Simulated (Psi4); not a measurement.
# wB97X-V/def2-TZVPPD run of AlH (SMILES [AlH])

Aim: the energy change on altering one bond length of AlH at wB97X-V/def2-TZVPPD, from 2 runs. 

The results are computed with Psi4 1.11.

## (1) The system as given

AlH has 2 atoms, charge 0, and is taken as a singlet. As SMILES, `[AlH]`. Geometry: relaxed at PBE0-D4/def2-TZVP.

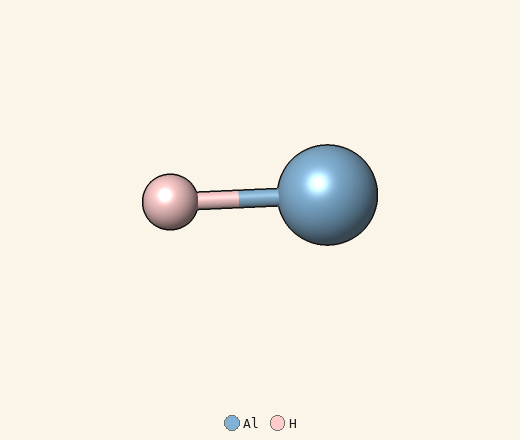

The structure, seen from a chosen angle (aluminium light blue, hydrogen pink).

## (2) A single-point energy at wB97X-V/def2-TZVPPD

job.in reads:

```
memory 2200 mb

molecule molecule1 {
  0 1
  Al
  H 1 1.66475
  symmetry c1
}

set basis def2-TZVPPD
set reference rks
set puream true
set e_convergence 1e-09
set d_convergence 1e-08
set scf_type pk
set dft_radial_points 99
set dft_spherical_points 590

e_tot, wfn = energy("wb97x-v", return_wfn=True)
```

The run is started by

```
$ psi4 -n 1 job.in job.out
```

job.out:

```text
[...]
  Running in c1 symmetry.
[...]
  Nuclear repulsion =    4.132334427817991
[...]
  Multiplicity = 1
[...]
  Nalpha       = 7
  Nbeta        = 7
[...]
    Number of basis functions: 65
[...]
   @RKS iter   1:  -242.92705613458151   -5.22464e-01   2.73353e-03 ADIIS/DIIS
[...]
   @RKS iter   9:  -242.93446149489819   -8.81073e-12   3.66480e-09 DIIS
[...]
    Orbital Energies [Eh]
    ---------------------
    Doubly Occupied:
       1A    -56.071932     2A     -4.254069     3A     -2.800103
       4A     -2.800103     5A     -2.791801     6A     -0.469789
       7A     -0.292093
[...]
  @RKS Final Energy:  -242.93446149489819
   => Energetics <=
    Nuclear Repulsion Energy =              4.1323344278179910
    One-Electron Energy =                -345.6274842511017482
    Two-Electron Energy =                 112.5522982675247761
    DFT Exchange-Correlation Energy =     -14.0520751318832193
    Empirical Dispersion Energy =           0.0000000000000000
    VV10 Nonlocal Energy =                  0.0604651927439956
    Total Energy =                       -242.9344614948982155
[...]
 Multipole Moments:
 ------------------------------------------------------------------------------------
     Multipole            Electronic (a.u.)      Nuclear  (a.u.)        Total (a.u.)
 ------------------------------------------------------------------------------------
 L = 1.  Multiply by 2.5417464519 to convert [e a0] to [Debye]
 Dipole X            :          0.0000000            0.0000000            0.0000000
 Dipole Y            :          0.0000000            0.0000000            0.0000000
 Dipole Z            :         -1.5885327            1.5600499           -0.0284828
 Magnitude           :                                                    0.0284828
[...]
```

Wall time 17 s (1 thread of Intel Xeon Platinum 8259CL at 2.50GHz (Skylake/Cascade Lake), shared host); peak memory 0.46 GiB.

## (3) The distorted shape at the same level

alh.in reads:

```
memory 2200 mb

molecule system {
  0 1
  Al
  H 1 R2

  R2 = 2.4971
  symmetry c1
}

set {
  basis                def2-TZVPPD
  reference            rks
  puream               true
  e_convergence        1e-09
  d_convergence        1e-08
  scf_type             pk
  dft_radial_points    99
  dft_spherical_points 590
}

e_tot, wfn = energy("wb97x-v", return_wfn=True)
```

The run is started by

```
$ psi4 -n 1 alh.in alh.out
```

alh.out:

```text
[...]
  Running in c1 symmetry.
[...]
  Nuclear repulsion =    2.754917199435346
[...]
  Multiplicity = 1
[...]
  Nalpha       = 7
  Nbeta        = 7
[...]
    Number of basis functions: 65
[...]
   @RKS iter   1:  -242.86513586517933   -5.64952e-01   2.71937e-03 DIIS/ADIIS
[...]
   @RKS iter   9:  -242.88149851151161   -3.95062e-12   2.94330e-09 DIIS
[...]
    Orbital Energies [Eh]
    ---------------------
    Doubly Occupied:
       1A    -56.127000     2A     -4.304510     3A     -2.849421
       4A     -2.849421     5A     -2.844269     6A     -0.432255
       7A     -0.282064
[...]
  @RKS Final Energy:  -242.88149851151161
   => Energetics <=
    Nuclear Repulsion Energy =              2.7549171994353459
    One-Electron Energy =                -342.3895919263770793
    Two-Electron Energy =                 110.6771387414019898
    DFT Exchange-Correlation Energy =     -13.9845132483476462
    Empirical Dispersion Energy =           0.0000000000000000
    VV10 Nonlocal Energy =                  0.0605507223757743
    Total Energy =                       -242.8814985115116087
[...]
 Multipole Moments:
 ------------------------------------------------------------------------------------
     Multipole            Electronic (a.u.)      Nuclear  (a.u.)        Total (a.u.)
 ------------------------------------------------------------------------------------
 L = 1.  Multiply by 2.5417464519 to convert [e a0] to [Debye]
 Dipole X            :         -0.0000000            0.0000000           -0.0000000
 Dipole Y            :          0.0000000            0.0000000            0.0000000
 Dipole Z            :         -3.8174511            2.3400514           -1.4773997
 Magnitude           :                                                    1.4773997
[...]
```

It took 18 s on 1 thread of Intel Xeon Platinum 8259CL at 2.50GHz (Skylake/Cascade Lake), shared host; peak memory 0.45 GiB.

## (4) Summary of results

Level: wB97X-V/def2-TZVPPD.

| quantity | value |
| --- | --- |
| first shape: total energy | -242.93446 Eh |
| first shape: dipole moment | 0.07 D |
| first shape: HOMO energy | -7.95 eV |
| first shape: LUMO energy | 0.12 eV |
| first shape: HOMO–LUMO gap | 8.07 eV |
| distorted shape: total energy | -242.88150 Eh |
| distorted shape: dipole moment | 3.76 D |
| distorted shape: HOMO energy | -7.68 eV |
| distorted shape: LUMO energy | -0.39 eV |
| distorted shape: HOMO–LUMO gap | 7.29 eV |
| energy change with the Al1–H2 bond stretched from 1.665 to 2.497 Å | 1.441 eV |

In words: With the Al1–H2 bond stretched from 1.665 to 2.497 Å the energy rises by 1.44 eV (33 kcal/mol). The first shape isn't relaxed at this level, so the change isn't measured from a minimum.
